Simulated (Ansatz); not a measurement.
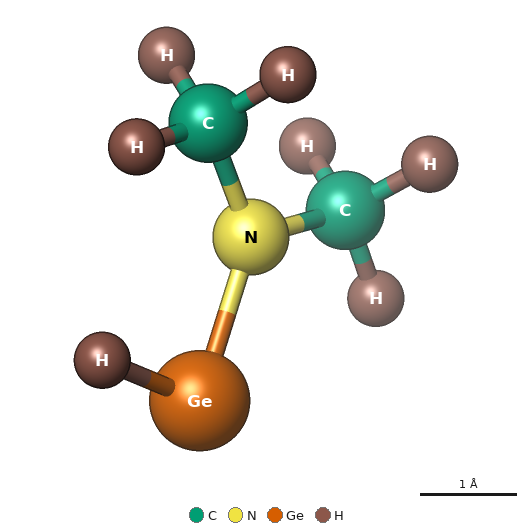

Atoms fade into the background with distance from the viewer. Computed geometry: PBE0-D4/def2-TZVP optimisation. Masses are those of the most abundant isotopes; constants are for the rigid equilibrium geometry.

> What kind of rotor is it, and what are its rotational constants in cm⁻¹?

An asymmetric top (Cs): A = 0.306, B = 0.0976, C = 0.0761 cm⁻¹. Ray's parameter κ is −0.81, nearer the prolate limit.
